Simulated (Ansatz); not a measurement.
**Single-point calculation of Si$_{2}$NH$_{7}$**

- system: Si$_{2}$NH$_{7}$
- method: RKS PBE0-D4/def2-TZVPPD (Ansatz 0.2.0)

The geometry comes from this level: PBE0-D4/def2-TZVP.

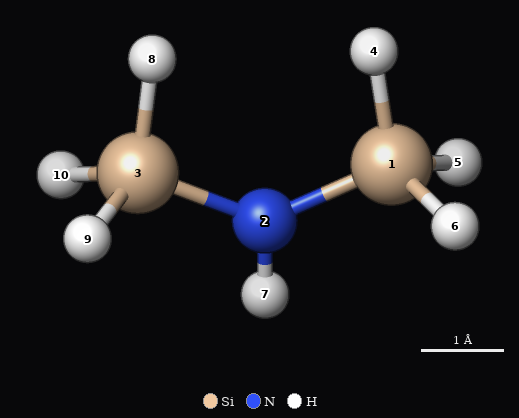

**Figure 1.** The structure as given in the input (ball-and-stick view, seen at a tilt; atoms are numbered from 1 in the order of the input).

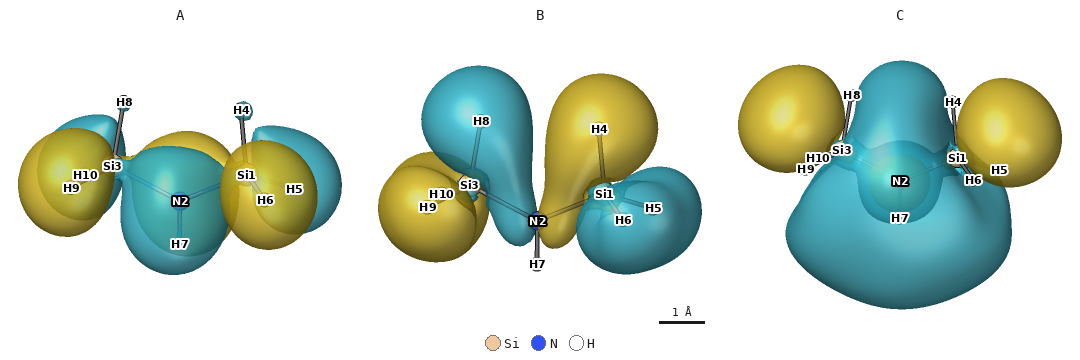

**Figure 2.** Three frontier orbitals at ±0.05 Å⁻³ᐟ² (yellow and cyan are the two phases). B is the HOMO−1 (−9.39 eV). Its weight (Hirshfeld) is mainly on Si1 (20 %), Si3 (20 %), H4 (15 %) and H8 (15 %). A is the HOMO (−7.54 eV). By Hirshfeld shares it lies mainly on N2 (50 %), Si1 (10 %) and Si3 (10 %). C is the LUMO (−0.29 eV). It lies mainly on Si1 (25 %), Si3 (25 %), H7 (15 %) and N2 (10 %). The HOMO–LUMO gap is 7.25 eV between the orbital energies.

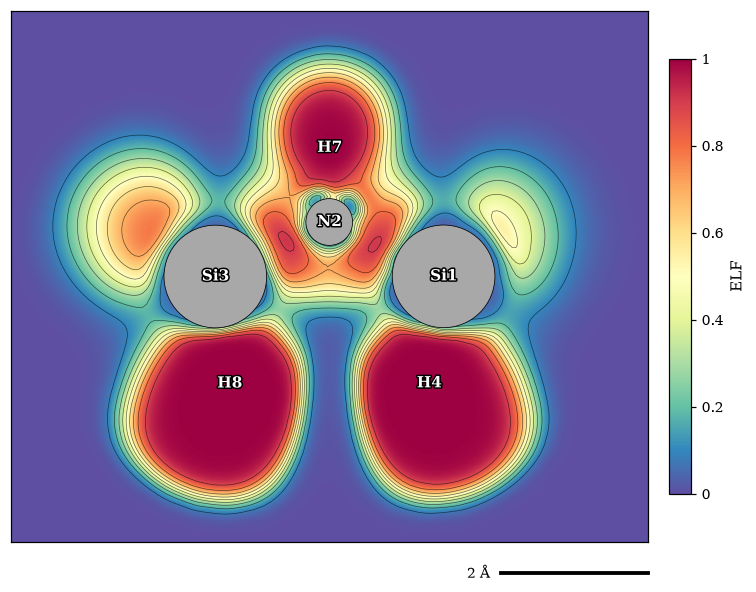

**Figure 3.** ELF on the plane of atoms Si1, N2 and H7. Grey discs, where drawn, cover atomic cores. Atoms in the plane: Si, N and H. Si–N (1.73 Å): the ELF peaks at about 0.90 between the atoms, which marks a shared but strongly polarised pair. Si–H (1.48 Å): the ELF climbs to about 1 towards the hydrogen.

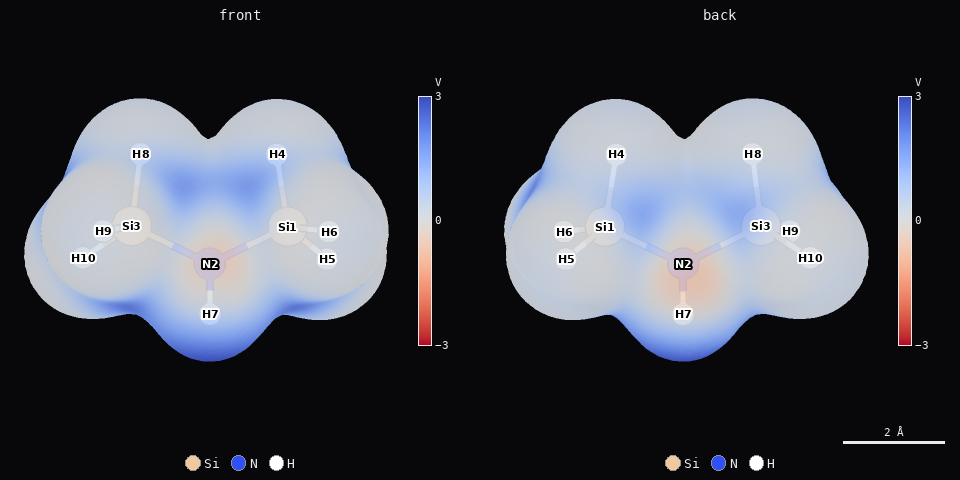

**Figure 4.** The molecular electrostatic potential painted on the density surface at 0.004 e/bohr³, seen face on and from behind; red is negative and blue positive.

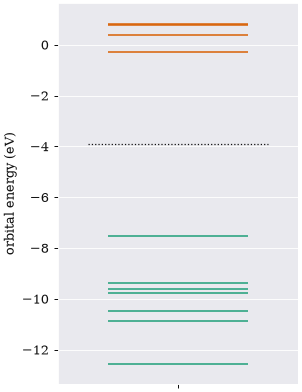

**Figure 5.** Orbital energies near the frontier; the dotted line parts filled from empty levels, and levels within 0.02 eV of each other stand side by side. Highest filled −7.54 eV, lowest empty −0.29 eV, 7.25 eV apart.

These pictures come from the run below.

### Input
```yaml
crystal:
  periodic: [false, false, false]
  atoms:
    - {symbol: Si, position_ang: [1.136213, -0.057007, 2.008091]}
    - {symbol: N, position_ang: [-0.312822, 0.190654, 1.104340]}
    - {symbol: Si, position_ang: [-0.562139, 0.069566, -0.598979]}
    - {symbol: H, position_ang: [2.119257, -0.701818, 1.102962]}
    - {symbol: H, position_ang: [0.880062, -0.931782, 3.184572]}
    - {symbol: H, position_ang: [1.717724, 1.214144, 2.523582]}
    - {symbol: H, position_ang: [-1.107327, 0.516345, 1.637898]}
    - {symbol: H, position_ang: [0.637754, -0.583791, -1.177552]}
    - {symbol: H, position_ang: [-0.748667, 1.397120, -1.248894]}
    - {symbol: H, position_ang: [-1.774363, -0.740259, -0.898373]}
basis:
  gaussian: {orbitals: "def2-TZVPPD.json"}
hamiltonian: {xc: pbe0, dispersion: d4}
output: {orbitals: {seedname: orbitals}}
```

Launched with:
```bash
ansatz run in.yaml --threads 4 --pin off --events-out ev --progress --plain --max-ram 9574MiB
```

### Log
```
Functional definition: PBE0
  name "PBE0"
  cite "Adamo & Barone, J. Chem. Phys. 110, 6158 (1999) doi:10.1063/1.478522"
  cite "Perdew, Burke & Ernzerhof, Phys. Rev. Lett. 77, 3865 (1996) doi:10.1103/PhysRevLett.77.3865"
  parent pbe
  parameter a = 0.25
  parameter kappa = 0.804
  parameter beta = 0.06672455060314922
  exchange = (1 - a)*pbe_x(kappa = kappa, mu = beta*pi^2/3) + a*exact_x
  correlation = pbe_c(beta = beta)
1236 factors; their error is unknown
mean field evaluation 1: about -17346.8683 eV, gradient 5.7e1 eV
mean field evaluation 2: about -17336.3523 eV, gradient 8.5e1 eV
mean field evaluation 4: about -17352.8370 eV, gradient 1.2e0 eV
mean field evaluation 8: about -17352.8767 eV, gradient 3.4e-1 eV
mean field -17352.87678843 eV, -637.7064597725 hartree, gradient 2.9e-5 eV, S^2 0.000000; 0 other end points of the search recorded, 0 dependent functions left out
reference -17352.87682415 eV, -637.7064610853 hartree; 21, 21 occupied and 231, 231 virtual orbitals, 1236 factors
Total energy: -17353.04007594 eV, -637.7124604779 hartree
```

### Key numbers

```tsv
quantity	value
outcome	converged
total energy	−17353.0401 eV
mean-field energy	−17352.8768 eV
dispersion energy	−0.1633 eV
SCF solution under orbital rotations	stable
HOMO	−7.54 eV
LUMO	−0.29 eV
hardware	4 threads of Intel Xeon, 31 GiB of memory available, shared host
wall time	1.6 s (CPU time 5.6 s)
peak memory	0.6 GiB
```
